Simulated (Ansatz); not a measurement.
**PH (SMILES [PH]): UHF/3-21G**

What is the vertical ionisation energy of PH at UHF/3-21G? 

Program for the calculation: Ansatz 0.2.0.

57 further runs of the same task are left out: 57 set aside as unsound or not needed.

### Step 1. Starting point

PH has 2 atoms, charge 0, and is taken as a triplet. As SMILES, `[PH]`. Geometry: relaxed at GFN2-xTB.

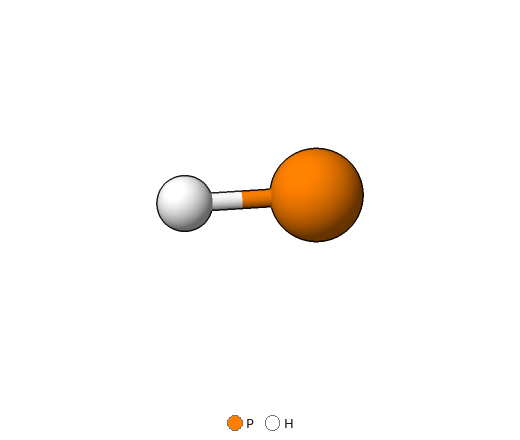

The structure, seen from a chosen angle (phosphorus orange, hydrogen white).

### Step 2. A single-point energy at UHF/3-21G

job.yaml

```yaml
crystal:
  periodic: [false, false, false]
  atoms:
    - {symbol: P, position_ang: [0.000000, 0.000000, 0.000000]}
    - {symbol: H, position_ang: [0.000000, 0.000000, 1.399070]}
basis:
  gaussian: {orbitals: 3-21G.json}
magnetization: {spin_polarized: true, initial_magnetization: 2}
hamiltonian: {xc: hf}
accuracy: high
```

The basis set 3-21G is read from a file made from the Basis Set Exchange's data (not shown).

Launch:

```
$ ansatz run job.yaml --threads 1 --pin off --max-ram 2610MiB --events-out events.jsonl --progress --plain --runs-dir runs
```

Output:

```text
Warning: RAYON_NUM_THREADS=1 ignored (pool sized by the plan → 1); use --threads N
Functional definition: HF
  name "HF"
  exchange = exact_x
  correlation = 0
277 factors; integrals over basis functions are off by at most 2.2e-9 eV
mean field evaluation 1: about -9239.4626 eV, gradient 4.7e0 eV
mean field evaluation 2: about -9239.4640 eV, gradient 4.7e0 eV
mean field evaluation 4: about -9239.6852 eV, gradient 4.2e-1 eV
mean field evaluation 8: about -9239.6884 eV, gradient 8.6e-7 eV
mean field -9239.68837141 eV, -339.5522847637 hartree, gradient 1.3e-8 eV, S^2 2.010096; 0 other end points of the search recorded, 0 dependent functions left out
reference -9239.68837141 eV, -339.5522847637 hartree; 9, 7 occupied and 6, 8 virtual orbitals, 277 factors
Total energy: -9239.68837141 eV, -339.5522847637 hartree
```

It took 0.1 s on 1 thread of Arm Neoverse V1, shared host.

### Step 3. The doublet cation, same level

job.yaml

```yaml
crystal:
  periodic: [false, false, false]
  atoms:
    - {symbol: P, position_ang: [0.000000, 0.000000, 0.000000]}
    - {symbol: H, position_ang: [0.000000, 0.000000, 1.399070]}
basis:
  gaussian:
    orbitals: 3-21G.json
total_charge: 1
magnetization:
  spin_polarized: true
  initial_magnetization: 1
hamiltonian:
  xc: hf
accuracy: high
```

The basis set 3-21G is read from a file made from the Basis Set Exchange's data (not shown).

Launch:

```
$ ansatz run job.yaml --threads 1 --pin off --max-ram 2610MiB --events-out events.jsonl --progress --plain --runs-dir runs
```

Output:

```text
Warning: RAYON_NUM_THREADS=1 ignored (pool sized by the plan → 1); use --threads N
[... 4 set-up lines as earlier in the session ...]
276 factors; integrals over basis functions are off by at most 3.1e-9 eV
mean field evaluation 1: about -9229.7195 eV, gradient 3.6e0 eV
mean field evaluation 2: about -9229.7208 eV, gradient 3.6e0 eV
mean field evaluation 4: about -9229.8156 eV, gradient 2.5e-1 eV
mean field evaluation 8: about -9229.8169 eV, gradient 4.2e-7 eV
mean field evaluation 16: about -9229.3249 eV, gradient 2.5e0 eV
mean field evaluation 32: about -9229.7936 eV, gradient 1.4e0 eV
mean field -9229.81692503 eV, -339.1895158002 hartree, gradient 8.8e-9 eV, S^2 0.752787; 0 other end points of the search recorded, 0 dependent functions left out
reference -9229.81692503 eV, -339.1895158002 hartree; 8, 7 occupied and 7, 8 virtual orbitals, 276 factors
Total energy: -9229.81692503 eV, -339.1895158002 hartree
```

It took 0.12 s on 1 thread of Arm Neoverse V1, shared host.

### Step 4. Results

At UHF/3-21G:

```
                                          quantity          value
                          triplet PH: total energy  -339.55228 Eh
                                  triplet PH: ⟨S²⟩          2.010
                      doublet cation: total energy  -339.18952 Eh
                              doublet cation: ⟨S²⟩          0.753
vertical ionisation energy (to the doublet cation)       9.871 eV
```

In words: The vertical ionisation energy comes to 9.87 eV (228 kcal/mol).
